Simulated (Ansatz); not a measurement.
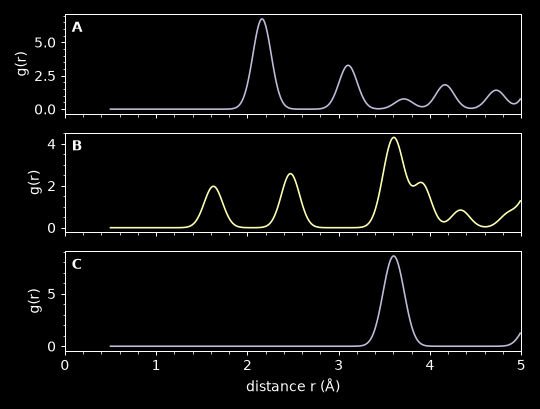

Partial pair correlation functions g(r) computed from the static structure of GaB₂, each distance broadened by a Gaussian of σ = 0.10 Å. It is based on coordinates from a relaxation with DFT PBE, scalar-relativistic, plane waves, PAW (Ansatz 0.2.0); the starting structure was generated, so it need not be a known form of this composition.

```cif
data_structure
_symmetry_space_group_name_H-M 'R-3m:H'
_symmetry_Int_Tables_number 166
_cell_length_a 3.5596
_cell_length_b 3.5596
_cell_length_c 9.0882
_cell_angle_alpha 90.000
_cell_angle_beta 90.000
_cell_angle_gamma 120.000
_cell_volume 99.73
loop_
_atom_site_label
_atom_site_type_symbol
_atom_site_symmetry_multiplicity
_atom_site_Wyckoff_symbol
_atom_site_fract_x
_atom_site_fract_y
_atom_site_fract_z
_atom_site_occupancy
Ga1 Ga 3 a 0.00000 0.00000 0.00000 1
B1 B 6 c 0.33333 0.66667 0.07649 1
```

Question: The panels are unlabelled. Name the pair for each.

Answer: panel A is Ga–B (first distance 2.17 Å); panel B is B–B (first distance 1.64 Å); panel C is Ga–Ga (first distance 3.56 Å).

Question: Tabulate the first and second shells, merging distances less than 0.12 Å apart and averaging over sites.

Answer:
```json
{"pair": "Ga–B", "first shell (Å)": "2.17", "neighbours in it": "6 B per Ga", "second shell (Å)": "3.11", "neighbours in the second": "6"}
{"pair": "B–B", "first shell (Å)": "1.64", "neighbours in it": "1 B per B", "second shell (Å)": "2.48", "neighbours in the second": "3"}
{"pair": "Ga–Ga", "first shell (Å)": "3.56–3.66", "neighbours in it": "12 Ga per Ga", "second shell (Å)": "beyond the range", "neighbours in the second": "–"}
```
